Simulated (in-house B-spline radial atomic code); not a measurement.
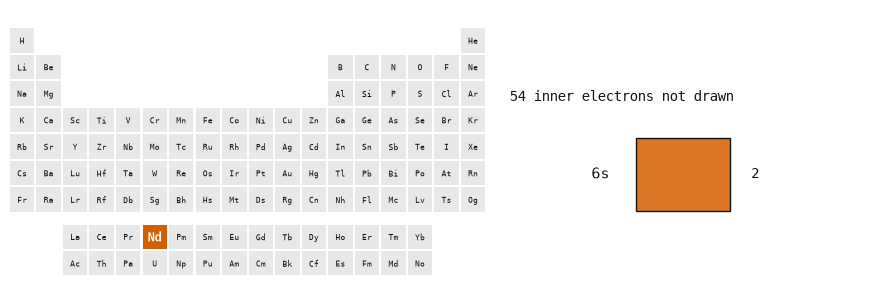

Left, the place of neodymium in the periodic table; right, the outer shells of the closed core: a box for each of the 2l + 1 orbitals, shaded by the share of the shell that is filled, with the electron count at the right.

**Run report: Nd²⁺, many-body perturbation calculation**

System: Nd²⁺, core [Xe] 6s2.
Method: configuration interaction of two valence electrons with many-body perturbation theory for the core (screened one- and two-electron correlation potentials), Breit and QED, no-pair Dirac, B-spline basis (in-house B-spline radial atomic code).

## What the run reported

| quantity | value |
| --- | --- |
| outcome | not converged |
| hardware | 1 CPU thread, shared host |
| wall time | 45 s |

## Diagnosis

The run did not meet its convergence test, so its last values are not results. To bear in mind: the closed core is unstable against excitations.

## The input
```
basis_form = 3
Z = 60
core_configuration = [Xe] 6s2
rms_radius = 4.9123
mass_number = 142
speed_of_light = 137.035999084
```

Launched within a batch (the task file carries these settings):
```bash
python <driver script> task.json out
```

The program writes its results to a structured record and prints no log; tables and figures of this report are taken from that record.
